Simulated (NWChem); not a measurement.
# the pair BHBrCl···C2F2, step by step

We compute a single-point energy (singlet C2HBBrClF2, M06-2X/cc-pVDZ), then a single-point energy (singlet BHBrCl, M06-2X/cc-pVDZ), then a single-point energy (singlet C2F2, M06-2X/cc-pVDZ), then a single-point energy (singlet BHBrCl, M06-2X/cc-pVDZ), then the energy (singlet C2F2, M06-2X/cc-pVDZ) of C2HBBrClF2 and its partners. 

The calculation is run with NWChem 7.3.0.

### Step 1. The structure to begin with

C2HBBrClF2: 8 atoms, total charge 0, spin state singlet. The two molecules were placed rigidly side by side, at 1 times their contact distance; the pair isn't optimised.

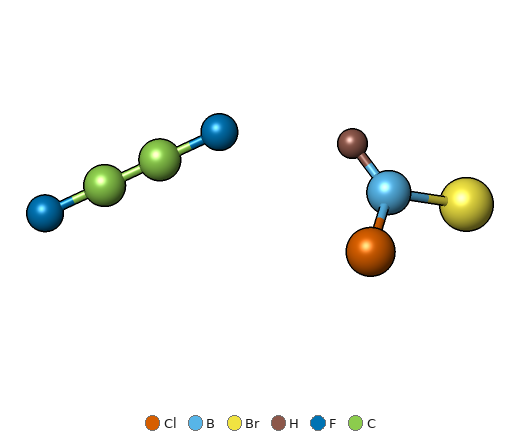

The structure, seen from a chosen angle (chlorine orange, boron blue, bromine yellow, hydrogen brown, fluorine blue, carbon green).

### Step 2. A single-point energy at M06-2X/cc-pVDZ (run 1)

Contents of input.nw:

```
start input
title "C2HBBrClF2 M06-2X"
memory 2200 mb

geometry noautosym nocenter noautoz
Cl      -1.594950      -0.550950       0.172580
B       -0.023550       0.121350      -0.092920
Br       1.515450      -0.649750       0.701180
H        0.103050       1.079350      -0.780830
F       -1.583470       1.899170      -2.703840
C       -2.127290       1.524360      -3.797350
C       -2.631220       1.176950      -4.810760
F       -3.175040       0.802140      -5.904270
end

basis spherical bse
Cl library cc-pVDZ
B library cc-pVDZ
Br library cc-pVDZ
H library cc-pVDZ
F library cc-pVDZ
C library cc-pVDZ
end

dft
xc m06-2x
grid fine
convergence energy 1e-08
iterations 100
mulliken
print low
end

task dft energy
```

The run is started by

```sh
$ nwchem input.nw > input.out
```

What it wrote:

```text
[...]
 d= 0,ls=0.0,diis     1  -3335.4494151274 -3.78D+03  9.60D-03  7.47D-01    10.3
[...]
 d= 0,ls=0.0,diis    10  -3335.5444688101 -3.58D-09  5.94D-07  7.02D-09    70.7
         Total DFT energy =    -3335.544468810148
      One electron energy =    -5517.854847011407
           Coulomb energy =     1892.895963285363
    Exchange-Corr. energy =     -155.718355836886
 Nuclear repulsion energy =      445.132770752783
[...]
      Total Density - Mulliken Population Analysis
     ---------------------------------------------
    Atom       Charge   Shell Charges
 -----------   ------   -------------------------------------------------------
    1 Cl  17    17.03   2.00  2.03  0.96  0.89  6.00  3.09  2.04  0.03
    2 B    5     4.93   2.01  0.65  0.31  1.47  0.34  0.16
    3 Br  35    35.06   2.00  2.00  2.03  1.03  0.86  6.00  6.00  2.68  2.44  9.96  0.06
    4 H    1     0.98   0.75  0.22  0.02
    5 F    9     9.06   2.00  0.90  0.97  3.33  1.85  0.01
    6 C    6     5.93   2.01  0.62  0.42  2.07  0.67  0.14
    7 C    6     5.93   2.01  0.63  0.42  2.06  0.67  0.14
    8 F    9     9.06   2.00  0.90  0.96  3.33  1.86  0.01
[...]
```

Run time: 71 s. Hardware: 1 thread of Intel Xeon 6975P-C (Granite Rapids), shared host; peak memory 0.12 GiB.

### Step 3. BHBrCl: the energy at M06-2X/cc-pVDZ (run 2)

Contents of bbrclh.nw:

```
start bbrclh
title "BBrClH"
memory 2200 mb

geometry units angstrom noautosym nocenter noautoz
Cl   -1.594950   -0.550950    0.172580
B    -0.023550    0.121350   -0.092920
Br    1.515450   -0.649750    0.701180
H     0.103050    1.079350   -0.780830
end

basis spherical bse
Cl library cc-pVDZ
B library cc-pVDZ
Br library cc-pVDZ
H library cc-pVDZ
end

dft
xc m06-2x
grid fine
convergence energy 1e-08
maxiter 100
mulliken
print low
end

task dft energy
```

The run is started by

```sh
$ nwchem bbrclh.nw > bbrclh.out
```

What it wrote:

```text
[...]
 d= 0,ls=0.0,diis     1  -3059.8185978799 -3.25D+03  1.11D-02  3.20D-01     6.4
[...]
 d= 0,ls=0.0,diis     8  -3059.8673070861 -1.89D-09  1.15D-06  7.85D-09    32.6
         Total DFT energy =    -3059.867307086113
      One electron energy =    -4624.098750324870
           Coulomb energy =     1501.017973308982
    Exchange-Corr. energy =     -124.074614367818
 Nuclear repulsion energy =      187.288084297593
[...]
      Total Density - Mulliken Population Analysis
     ---------------------------------------------
    Atom       Charge   Shell Charges
 -----------   ------   -------------------------------------------------------
    1 Cl  17    17.03   2.00  2.02  0.96  0.89  6.00  3.09  2.04  0.03
    2 B    5     4.93   2.01  0.65  0.31  1.47  0.34  0.16
    3 Br  35    35.06   2.00  2.00  2.03  1.03  0.86  6.00  6.00  2.68  2.44  9.96  0.06
    4 H    1     0.98   0.75  0.21  0.02
[...]
```

Wall time 33 s (1 thread of Intel Xeon 6975P-C (Granite Rapids), shared host); peak memory 0.11 GiB.

### Step 4. C2F2: the energy at M06-2X/cc-pVDZ (run 3)

Contents of c2f2.nw:

```
start c2f2
memory 2200 mb

geometry units angstroms noautosym nocenter noautoz
   F    -1.583470    1.899170   -2.703840
   C    -2.127290    1.524360   -3.797350
   C    -2.631220    1.176950   -4.810760
   F    -3.175040    0.802140   -5.904270
end

basis "ao basis" spherical bse
   F library cc-pVDZ
   C library cc-pVDZ
end

dft
   xc m06-2x
   mult 1
   grid fine
   convergence energy 1e-08
   maxiter 100
   mulliken
   print low
end

task dft energy
```

The run is started by

```sh
$ nwchem c2f2.nw > c2f2.out
```

What it wrote:

```text
[...]
 d= 0,ls=0.0,diis     1   -275.6286968002 -3.71D+02  1.67D-02  4.32D-01     0.6
[...]
 d= 0,ls=0.0,diis     7   -275.6756499283 -9.67D-09  2.51D-07  2.27D-10     3.2
         Total DFT energy =     -275.675649928309
      One electron energy =     -569.144683903379
           Coulomb energy =      229.602656190528
    Exchange-Corr. energy =      -31.644823463217
 Nuclear repulsion energy =       95.511201247760
[...]
      Total Density - Mulliken Population Analysis
     ---------------------------------------------
    Atom       Charge   Shell Charges
 -----------   ------   -------------------------------------------------------
    1 F    9     9.06   2.00  0.90  0.96  3.33  1.86  0.01
    2 C    6     5.94   2.01  0.62  0.42  2.06  0.68  0.14
    3 C    6     5.94   2.01  0.62  0.42  2.06  0.68  0.14
    4 F    9     9.06   2.00  0.90  0.96  3.33  1.86  0.01
[...]
```

Run time: 3.9 s. Hardware: 1 thread of Intel Xeon 6975P-C (Granite Rapids), shared host; peak memory 0.11 GiB.

### Step 5. BHBrCl among ghost functions: the energy at M06-2X/cc-pVDZ (with ghost functions) (run 4)

Contents of m1.nw:

```
start m1
memory stack 880 mb heap 220 mb global 1100 mb
charge 0

geometry units angstroms noautosym nocenter noautoz
Cl    -1.594950    -0.550950     0.172580
B     -0.023550     0.121350    -0.092920
Br     1.515450    -0.649750     0.701180
H      0.103050     1.079350    -0.780830
bqF     -1.583470     1.899170    -2.703840
bqC     -2.127290     1.524360    -3.797350
bqC     -2.631220     1.176950    -4.810760
bqF     -3.175040     0.802140    -5.904270
end

basis spherical bse
Cl library cc-pVDZ
B library cc-pVDZ
Br library cc-pVDZ
H library cc-pVDZ
bqF library F cc-pVDZ
bqC library C cc-pVDZ
end

dft
xc m06-2x
grid fine
convergence energy 1e-08
iterations 100
mulliken
print low
end

task dft energy
```

The run is started by

```sh
$ nwchem m1.nw > m1.out
```

What it wrote:

```text
[...]
 d= 0,ls=0.0,diis     1  -3059.8186718863 -3.25D+03  5.92D-03  3.20D-01     9.7
[...]
 d= 0,ls=0.0,diis     8  -3059.8673993648 -1.86D-09  6.09D-07  7.77D-09    55.0
         Total DFT energy =    -3059.867399364814
      One electron energy =    -4624.093979370621
           Coulomb energy =     1501.012877113388
    Exchange-Corr. energy =     -124.074381405173
 Nuclear repulsion energy =      187.288084297593
[...]
      Total Density - Mulliken Population Analysis
     ---------------------------------------------
    Atom       Charge   Shell Charges
 -----------   ------   -------------------------------------------------------
    1 Cl  17    17.03   2.00  2.03  0.96  0.89  6.00  3.09  2.04  0.03
    2 B    5     4.93   2.01  0.65  0.31  1.47  0.34  0.16
    3 Br  35    35.06   2.00  2.00  2.03  1.03  0.86  6.00  6.00  2.68  2.44  9.96  0.06
    4 H    1     0.98   0.75  0.21  0.02
    5 X    0    -0.00   0.00  0.00 -0.00 -0.00  0.00 -0.00
    6 X    0     0.00  -0.00 -0.00 -0.00 -0.00  0.00 -0.00
    7 X    0     0.00  -0.00 -0.00  0.00 -0.00  0.00 -0.00
    8 X    0    -0.00   0.00  0.00 -0.00 -0.00 -0.00 -0.00
[...]
```

It took 56 s on 1 thread of Intel Xeon 6975P-C (Granite Rapids), shared host; peak memory 0.12 GiB.

### Step 6. C2F2 among ghost functions: a single-point energy at M06-2X/cc-pVDZ (with ghost functions) (run 5)

Contents of mymol.nw:

```
start mymol
title "C2F2 M06-2X"
memory stack 880 mb heap 220 mb global 1100 mb
charge 0

geometry noautosym nocenter noautoz
F       -1.583470       1.899170      -2.703840
C       -2.127290       1.524360      -3.797350
C       -2.631220       1.176950      -4.810760
F       -3.175040       0.802140      -5.904270
bqCl    -1.594950    -0.550950     0.172580
bqB     -0.023550     0.121350    -0.092920
bqBr     1.515450    -0.649750     0.701180
bqH      0.103050     1.079350    -0.780830
end

basis spherical bse
F library cc-pVDZ
C library cc-pVDZ
bqCl library Cl cc-pVDZ
bqB library B cc-pVDZ
bqBr library Br cc-pVDZ
bqH library H cc-pVDZ
end

dft
xc m06-2x
grid fine
convergence energy 1e-08
iterations 100
mulliken
print low
end

task dft energy
```

The run is started by

```sh
$ nwchem mymol.nw > mymol.out
```

What it wrote:

```text
[...]
 d= 0,ls=0.0,diis     1   -275.6296901631 -3.71D+02  7.67D-03  4.33D-01     6.3
[...]
 d= 0,ls=0.0,diis     7   -275.6767437514 -2.33D-09  4.36D-06  1.84D-07    41.6
         Total DFT energy =     -275.676743751432
      One electron energy =     -569.115630938457
           Coulomb energy =      229.569285261513
    Exchange-Corr. energy =      -31.641599322247
 Nuclear repulsion energy =       95.511201247760
[...]
      Total Density - Mulliken Population Analysis
     ---------------------------------------------
    Atom       Charge   Shell Charges
 -----------   ------   -------------------------------------------------------
    1 F    9     9.06   2.00  0.90  0.97  3.33  1.85  0.01
    2 C    6     5.93   2.01  0.63  0.42  2.07  0.67  0.14
    3 C    6     5.93   2.01  0.63  0.42  2.06  0.68  0.14
    4 F    9     9.06   2.00  0.90  0.96  3.33  1.86  0.01
    5 X    0    -0.00   0.00  0.00  0.00 -0.00 -0.00 -0.00 -0.00 -0.00
    6 X    0     0.00  -0.00 -0.00 -0.00 -0.00  0.00 -0.00
    7 X    0     0.00  -0.00  0.00  0.00 -0.00 -0.00 -0.00  0.00 -0.00  0.00 -0.00 -0.00
    8 X    0     0.01  -0.00  0.01  0.00
[...]
```

Run time: 42 s. Hardware: 1 thread of Intel Xeon 6975P-C (Granite Rapids), shared host; peak memory 0.12 GiB.

### Step 7. Summary of results

```
                                                                                                                  quantity           value
                                                                                       run 1, M06-2X/cc-pVDZ: total energy  -3335.54447 Eh
                                                                                                      BHBrCl: total energy  -3059.86731 Eh
                                                                                                        C2F2: total energy   -275.67565 Eh
                                                                                BHBrCl among ghost functions: total energy  -3059.86740 Eh
                                                                                  C2F2 among ghost functions: total energy   -275.67674 Eh
              interaction energy of the rigid parts BHBrCl and C2F2 (parts in their own basis; closest atoms 2.69 Å apart)       -0.041 eV
interaction energy of the rigid parts BHBrCl and C2F2 (parts in the whole basis, counterpoise; closest atoms 2.69 Å apart)       -0.009 eV
```

The interaction energy of the rigid parts BHBrCl and C2F2 (parts in their own basis; closest atoms 2.69 Å apart) is −0.04 eV (−0.9 kcal/mol): the parts attract. Without counterpoise this holds the superposition error of the basis. The interaction energy of the rigid parts BHBrCl and C2F2 (parts in the whole basis, counterpoise; closest atoms 2.69 Å apart) is −0.01 eV (−0.2 kcal/mol). The basis-set superposition error is 3.1 kJ/mol. Mulliken charges (run 1, M06-2X/cc-pVDZ) run from -0.06 on Br3 to +0.07 on B2.
